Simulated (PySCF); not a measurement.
# What a change does: NMR shielding calculation on C10H16

System: C10H16, SMILES C1C[C@@H]2[C@@H]3CC[C@@H](C3)[C@@H]2C1.
Method of the first run: GIAO KT3/pcSseg-1 NMR shielding, non-relativistic, gas phase (PySCF 2.14.0).

The geometry comes from this level: PBE0-D3(BJ)/def2-SVP. Text and figures count atoms from 1; the logs count them from 0 in places.

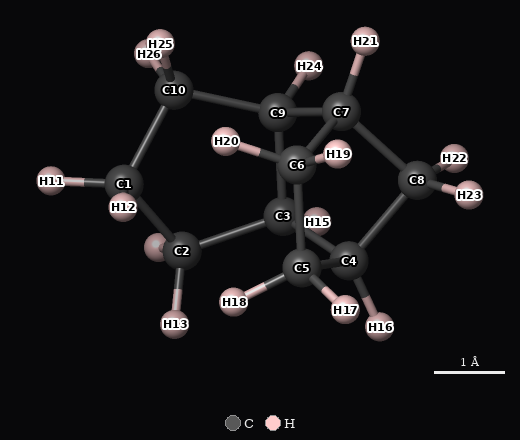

Fig. 1: The structure (ball-and-stick view, seen at a tilt; atoms are numbered from 1 in the order of the input).

## The input, the first run
```
{"job": {"kind": "nmr", "xc": "KT3", "basis": "pcSseg-1", "pop": false}, "charge": 0, "multiplicity": 1}
C     -1.792339    -0.018706     1.120426
C     -1.262604    -1.364636     0.612985
C     -0.293593    -1.037830    -0.532409
C      1.215634    -0.941509    -0.225421
C      1.471902    -0.092488     1.028297
C      1.125191     1.344408     0.558767
C      0.710637     1.142776    -0.906148
C      1.669688     0.021624    -1.331723
C     -0.645119     0.412058    -1.004894
C     -1.806425     0.884360    -0.118245
H     -2.784922    -0.106309     1.588685
H     -1.122606     0.393302     1.890687
H     -0.796468    -1.968558     1.407829
H     -2.099625    -1.963415     0.218881
H     -0.422457    -1.760584    -1.353047
H      1.714893    -1.921476    -0.200531
H      2.529368    -0.169168     1.324729
H      0.880612    -0.423052     1.894328
H      2.005736     2.002935     0.612922
H      0.340349     1.823363     1.161666
H      0.748589     2.065923    -1.503263
H      1.473359    -0.357751    -2.346956
H      2.732459     0.303318    -1.257280
H     -0.951788     0.417110    -2.062406
H     -1.744747     1.955499     0.131871
H     -2.755395     0.746881    -0.661362
```

The first line tells a small driver script what to run in PySCF; the rest is the geometry in Å.

Hardware: 1 CPU thread, shared host.

## Output (the first run)
```
coarse grid: 20784 points
cycle   1  E = -396.9686398105  dE =  9.539e-01  |g| = 6.432e-01  |ddm| = 4.596e+00
cycle   2  E = -396.7258599541  dE =  2.428e-01  |g| = 1.174e+00  |ddm| = 2.118e+00
cycle   3  E = -397.0900765150  dE = -3.642e-01  |g| = 1.229e-01  |ddm| = 1.503e+00
cycle   4  E = -397.0931112059  dE = -3.035e-03  |g| = 3.615e-02  |ddm| = 1.866e-01
cycle   5  E = -397.0934021852  dE = -2.910e-04  |g| = 1.081e-02  |ddm| = 4.478e-02
cycle   6  E = -397.0934297619  dE = -2.758e-05  |g| = 2.332e-03  |ddm| = 1.441e-02
cycle   7  E = -397.0934311869  dE = -1.425e-06  |g| = 6.799e-04  |ddm| = 4.700e-03
final grid: 198032 points
cycle   8  E = -397.0923187921  dE = -4.387e-04  |g| = 5.864e-03  |ddm| = 1.209e-01
cycle   9  E = -397.0923065263  dE =  1.227e-05  |g| = 8.868e-03  |ddm| = 1.529e-02
cycle  10  E = -397.0923257305  dE = -1.920e-05  |g| = 1.294e-03  |ddm| = 1.172e-02
cycle  11  E = -397.0923260994  dE = -3.689e-07  |g| = 4.253e-04  |ddm| = 1.992e-03
cycle  12  E = -397.0923261438  dE = -4.442e-08  |g| = 1.165e-04  |ddm| = 6.637e-04
cycle  13  E = -397.0923261472  dE = -3.392e-09  |g| = 2.521e-05  |ddm| = 1.673e-04
cycle  14  E = -397.0923261473  dE = -1.445e-10  |g| = 7.355e-06  |ddm| = 3.605e-05
converged SCF energy = -397.0923261473

GIAO shielding tensors (ppm)
atom      isotropic    diamagn.    paramagn.     s11        s22        s33       span
  0 C      151.146     247.847     -96.701    125.550    162.368    165.519     39.969
  1 C      151.897     246.007     -94.111    127.957    159.775    167.958     40.000
  2 C      133.988     246.980    -112.991    108.276    142.628    151.061     42.785
  3 C      136.831     244.592    -107.761    123.658    133.089    153.746     30.087
  4 C      155.969     247.630     -91.661    142.362    156.906    168.639     26.278
  5 C      155.958     247.771     -91.813    142.305    156.894    168.674     26.369
  6 C      136.829     245.174    -108.345    123.662    133.097    153.727     30.066
  7 C      138.636     252.787    -114.151    120.938    142.227    152.744     31.806
  8 C      134.047     247.255    -113.208    108.325    142.704    151.113     42.788
  9 C      151.908     246.120     -94.212    127.954    159.793    167.978     40.024
 10 H       29.774      28.398       1.376     24.934     26.740     37.647     12.712
 11 H       29.942      31.065      -1.123     26.733     29.027     34.067      7.335
 12 H       29.651      30.022      -0.371     25.636     27.706     35.610      9.975
 13 H       29.866      29.538       0.328     24.062     27.693     37.844     13.781
 14 H       29.025      32.710      -3.684     24.261     27.528     35.288     11.027
 15 H       29.359      31.783      -2.424     25.393     26.281     36.402     11.009
 16 H       30.064      29.703       0.360     25.108     26.842     38.241     13.133
 17 H       29.900      31.023      -1.123     25.639     29.494     34.567      8.929
 18 H       30.065      29.670       0.395     25.111     26.842     38.243     13.132
 19 H       29.900      31.003      -1.103     25.645     29.472     34.582      8.936
 20 H       29.357      31.815      -2.458     25.391     26.280     36.402     11.011
 21 H       29.897      31.961      -2.064     25.751     27.049     36.891     11.140
 22 H       30.070      31.736      -1.666     25.938     26.318     37.954     12.016
 23 H       29.026      32.699      -3.674     24.262     27.523     35.291     11.029
 24 H       29.651      29.953      -0.302     25.633     27.716     35.605      9.971
 25 H       29.867      29.484       0.383     24.060     27.696     37.845     13.785
```

For the second run the input was changed thus:
```diff
-"xc": "KT3"
+"xc": "PBE0"
-"pop": false
```

How does the second run compare with the first run?

The total energies belong to different methods, so their difference says nothing on which is more stable or more accurate. The HOMO goes from −6.79 to −7.96 eV. The LUMO goes from 0.20 to 1.16 eV. Of all shieldings, the largest change is that of C1, by +3.3 ppm. The functional changes from KT3 to PBE0. Exact exchange removes part of the self-interaction error of semilocal functionals, which pushes filled and empty levels apart. The number of SCF iterations is the same.

## Output (the second run)
```
coarse grid: 20784 points
cycle   1  E = -390.0512038781  dE =  1.365e+00  |g| = 4.639e-01  |ddm| = 4.520e+00
cycle   2  E = -390.0147227325  dE =  3.648e-02  |g| = 6.230e-01  |ddm| = 1.073e+00
cycle   3  E = -390.1122161760  dE = -9.749e-02  |g| = 6.381e-02  |ddm| = 6.978e-01
cycle   4  E = -390.1129318671  dE = -7.157e-04  |g| = 2.263e-02  |ddm| = 9.317e-02
cycle   5  E = -390.1130350386  dE = -1.032e-04  |g| = 8.501e-03  |ddm| = 2.841e-02
cycle   6  E = -390.1130521052  dE = -1.707e-05  |g| = 9.083e-04  |ddm| = 8.793e-03
cycle   7  E = -390.1130523053  dE = -2.001e-07  |g| = 2.700e-04  |ddm| = 1.708e-03
final grid: 198032 points
cycle   8  E = -390.1796756481  dE = -1.164e-04  |g| = 1.070e-02  |ddm| = 6.811e-02
cycle   9  E = -390.1796519172  dE =  2.373e-05  |g| = 1.472e-02  |ddm| = 2.497e-02
cycle  10  E = -390.1797055450  dE = -5.363e-05  |g| = 1.134e-03  |ddm| = 1.540e-02
cycle  11  E = -390.1797058017  dE = -2.567e-07  |g| = 3.537e-04  |ddm| = 1.852e-03
cycle  12  E = -390.1797058292  dE = -2.744e-08  |g| = 9.664e-05  |ddm| = 4.015e-04
cycle  13  E = -390.1797058313  dE = -2.112e-09  |g| = 2.038e-05  |ddm| = 1.258e-04
cycle  14  E = -390.1797058314  dE = -1.023e-10  |g| = 4.321e-06  |ddm| = 3.568e-05
converged SCF energy = -390.1797058314

GIAO shielding tensors (ppm)
atom      isotropic    diamagn.    paramagn.     s11        s22        s33       span
  0 C      154.422     246.663     -92.241    127.244    165.801    170.221     42.977
  1 C      154.815     244.393     -89.578    130.042    164.023    170.379     40.337
  2 C      136.741     245.504    -108.762    108.475    146.910    154.839     46.363
  3 C      139.731     243.757    -104.027    125.525    135.750    157.918     32.393
  4 C      159.057     246.163     -87.106    145.493    160.044    171.634     26.141
  5 C      159.042     246.314     -87.272    145.440    160.015    171.670     26.231
  6 C      139.728     244.406    -104.678    125.531    135.760    157.894     32.363
  7 C      139.914     252.209    -112.295    122.618    142.481    154.643     32.024
  8 C      136.801     245.795    -108.994    108.524    146.989    154.891     46.367
  9 C      154.825     244.533     -89.707    130.035    164.043    170.397     40.362
 10 H       29.799      28.475       1.324     24.669     26.528     38.200     13.531
 11 H       29.904      29.897       0.007     26.452     29.015     34.245      7.793
 12 H       29.736      29.338       0.399     25.442     27.621     36.147     10.704
 13 H       29.842      29.412       0.430     23.847     27.477     38.201     14.354
 14 H       29.084      32.140      -3.056     24.142     27.435     35.675     11.533
 15 H       29.419      31.215      -1.796     25.173     26.119     36.965     11.792
 16 H       30.040      29.648       0.392     24.861     26.594     38.666     13.805
 17 H       29.940      29.950      -0.010     25.406     29.426     34.989      9.582
 18 H       30.041      29.640       0.402     24.864     26.593     38.667     13.803
 19 H       29.940      29.962      -0.022     25.413     29.403     35.004      9.591
 20 H       29.418      31.304      -1.885     25.171     26.118     36.965     11.794
 21 H       29.927      31.723      -1.797     25.564     26.878     37.338     11.775
 22 H       30.115      31.778      -1.663     25.764     26.196     38.385     12.621
 23 H       29.084      32.156      -3.072     24.143     27.430     35.679     11.536
 24 H       29.737      29.320       0.417     25.440     27.630     36.141     10.700
 25 H       29.843      29.379       0.464     23.845     27.480     38.203     14.358
```

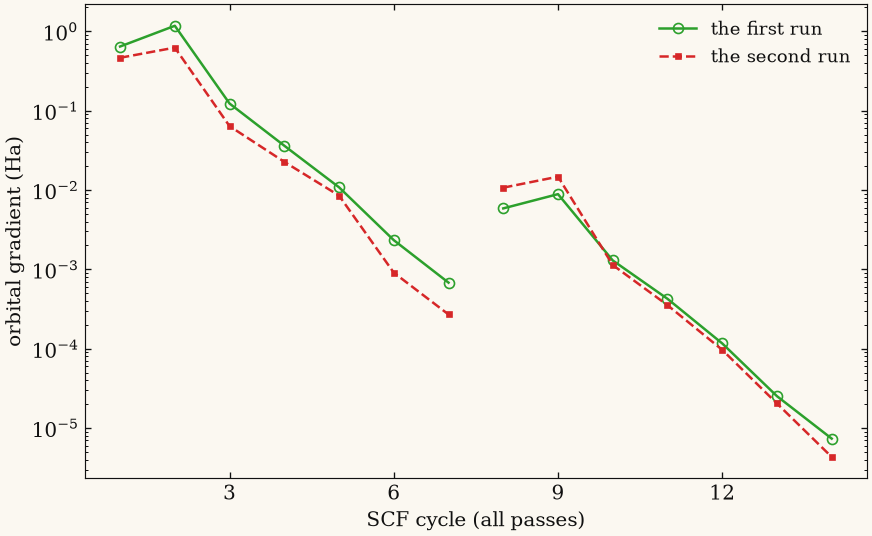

Fig. 2: Convergence of the two runs: orbital gradient against the SCF cycle. A break in a curve parts two SCF passes (coarse and final grid). The first run takes 14 cycles in all, and the second run takes 14.

## The two runs side by side

| quantity | the first run | the second run |
| --- | --- | --- |
| outcome | converged | converged |
| total energy (hartree) | −397.092326 | −390.179706 |
| HOMO (eV) | −6.79 | −7.96 |
| LUMO (eV) | 0.20 | 1.16 |
| dipole moment (D) | 0.10 | 0.11 |
| shielding of C1 (ppm) | 151.1 | 154.4 |
| shielding of C2 (ppm) | 151.9 | 154.8 |
| shielding of C4 (ppm) | 136.8 | 139.7 |
| shielding of C5 (ppm) | 156.0 | 159.1 |
| shielding of C6 (ppm) | 156.0 | 159.0 |
| shielding of C7 (ppm) | 136.8 | 139.7 |
| shielding of C10 (ppm) | 151.9 | 154.8 |
| SCF iterations | 14 | 14 |
| basis functions | 250 | 250 |
| wall time (shared host) | 93 s | 62 s |
